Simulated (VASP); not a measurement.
Input:

```
CELL_PARAMETERS angstrom
      0.00000     2.41329     2.41329
      2.41329     0.00000     2.41329
      2.41329     2.41329     0.00000
ATOMIC_POSITIONS crystal
  Ca 0.00000 0.00000 0.00000
  O  0.50000 0.50000 0.50000
```

Calculation: revTPSS meta-GGA, VASP's PBE PAW potentials (set 64) (plane waves; VASP 6.6.1). Numerical set-up: 520 eV cut-off, 11×11×11 Γ-centred mesh, tetrahedra with Blöchl corrections, potentials Ca_sv O.

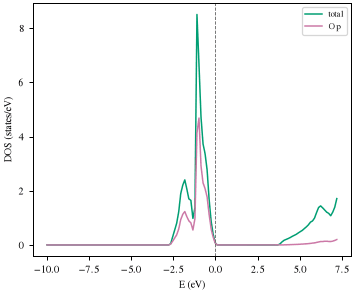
Fig. 1. Total and projected density of states, zero at the valence-band maximum

Within 2 eV below the valence-band maximum the largest weight inside VASP's projection spheres is O p.

The gap is indirect, 3.71 eV, from the valence maximum at Γ to the conduction minimum at X.

The compound is CaO in the rock salt structure. It was relaxed first.
